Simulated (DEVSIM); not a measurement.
System: Cr/SiON/p-InP capacitor, at 300 K.

```
layer (left to right)  material  thickness (nm)  Na (cm⁻³)
---------------------  --------  --------------  ---------
1                          SiON            14.0          -
2                           InP             410     1.2e18
```

Metal gate on the left, work function 4.5 eV. Fixed charge at the semiconductor interface 0 cm⁻² (in units of +e); no interface traps.

This is a model device: material constants are rounded textbook-type values typed into the input, and sizes, dopings and lifetimes were drawn at random. Values at 300 K.

```csv
parameter,SiON,InP
gap (eV),7,1.344
affinity (eV),1.4,4.38
permittivity,5.5,12.5
Nc (cm⁻³),-,5.7e17
Nv (cm⁻³),-,1.1e19
```

Simulated with DEVSIM: 1D Poisson equation in equilibrium, Boltzmann statistics, complete ionisation; no quantum confinement or tunnelling. Metal contacts follow the ideal Schottky-Mott rule: no Fermi-level pinning, no interface dipoles.

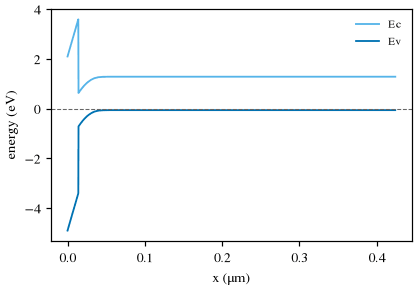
*Band edges at 1.0 V on the gate*

Energies count from the Fermi level of the right contact; mesh points crowd at the junctions.

| x (μm) | Ec (eV) | Ev (eV) | n (cm⁻³) | p (cm⁻³) | field (V/cm) |
|---|---|---|---|---|---|
| 0.000 | 2.100 | -4.900 | < 1e2 | < 1e2 | 1100000 |
| 0.0009910 | 2.206 | -4.794 | < 1e2 | < 1e2 | 1100000 |
| 0.002684 | 2.388 | -4.612 | < 1e2 | < 1e2 | 1100000 |
| 0.005574 | 2.698 | -4.302 | < 1e2 | < 1e2 | 1100000 |
| 0.01034 | 3.209 | -3.791 | < 1e2 | < 1e2 | 1100000 |
| 0.01244 | 3.434 | -3.566 | < 1e2 | < 1e2 | 1100000 |
| 0.01367 | 3.566 | -3.434 | < 1e2 | < 1e2 | 1100000 |
| 0.01490 | 0.663 | -0.681 | 4200000 | 3.9e7 | 460000 |
| 0.01676 | 0.744 | -0.600 | 180000 | 9.2e8 | 420000 |
| 0.02028 | 0.883 | -0.461 | 850 | 2.0e11 | 360000 |
| 0.02697 | 1.086 | -0.258 | < 1e2 | 5.1e14 | 250000 |
| 0.04566 | 1.282 | -0.062 | < 1e2 | 9.8e17 | 13000 |
| 0.07511 | 1.287 | -0.057 | < 1e2 | 1.2e18 | ≈ 0 |
| 0.1310 | 1.287 | -0.057 | < 1e2 | 1.2e18 | ≈ 0 |
| 0.2730 | 1.287 | -0.057 | < 1e2 | 1.2e18 | ≈ 0 |
| 0.3449 | 1.287 | -0.057 | < 1e2 | 1.2e18 | ≈ 0 |
| 0.3829 | 1.287 | -0.057 | < 1e2 | 1.2e18 | ≈ 0 |
| 0.4029 | 1.287 | -0.057 | < 1e2 | 1.2e18 | ≈ 0 |
| 0.4156 | 1.287 | -0.057 | < 1e2 | 1.2e18 | ≈ 0 |
| 0.4201 | 1.287 | -0.057 | < 1e2 | 1.2e18 | ≈ 0 |
| 0.4225 | 1.287 | -0.057 | < 1e2 | 1.2e18 | ≈ 0 |
| 0.4240 | 1.287 | -0.057 | < 1e2 | 1.2e18 | ≈ 0 |
